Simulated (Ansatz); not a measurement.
Start from BaF2 in the fluorite structure (space group Fm-3m, No. 225; a = 6.137 Å). Axes: x, y, z lie along the cube axes.

Now apply this change: uniaxial stress, 8 GPa tension along z, with the cell and atoms free to relax against it.

Computed with Kohn–Sham DFT with the PBEsol functional, run in Ansatz (a quantum-chemistry and plane-wave program) with PAW and 420 eV plane waves, scalar-relativistic without spin-orbit coupling.

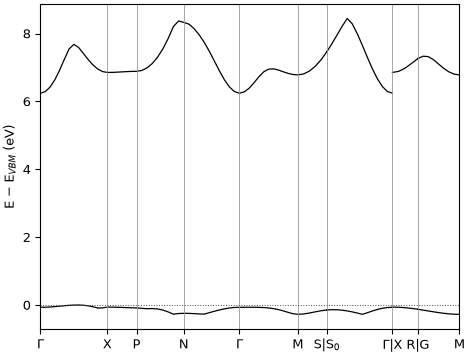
Highest valence and lowest conduction band along the path of the changed cell's own zone

Task: Read the changed gap and its character from the plot.

Result: About 6.2 eV, indirect, Γ–X (57 % along) → Γ.

Load acts through the strain it causes; cell and atoms are relaxed under it. Stability under load was not tested beyond the relaxation. Labels are those of the standard path for the cell's own space group.
